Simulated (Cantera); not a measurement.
Feed: 1 mol SiH2Cl2, a varied amount of H2, equilibrated at 975 K and 0.330 bar.

Equilibrium computed with Cantera from the NASA thermochemical tables; the gas is ideal and each condensed phase is pure. Candidate condensed phases: Si; 19 gas species. The tables' values for SiCl3 are old estimates; treat these amounts as uncertain. The numbers say what is thermodynamically allowed, not how fast it happens.

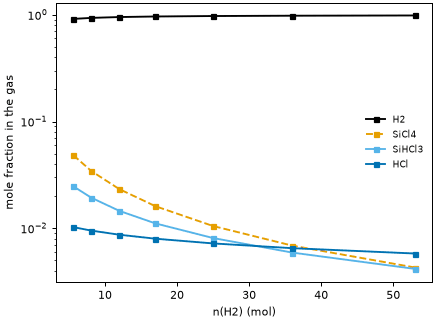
Fig. 1. Equilibrium gas composition (values under 1e-9 drawn at 1e-9)

From 5.6 mol H2 to 53 mol H2 the condensed part is Si(s). The main Si-bearing gas is SiCl4 throughout. The share of Si in condensed phases is highest at 53 mol H2 (50.8 %) and lowest at 5.6 mol H2 (46.8 %).
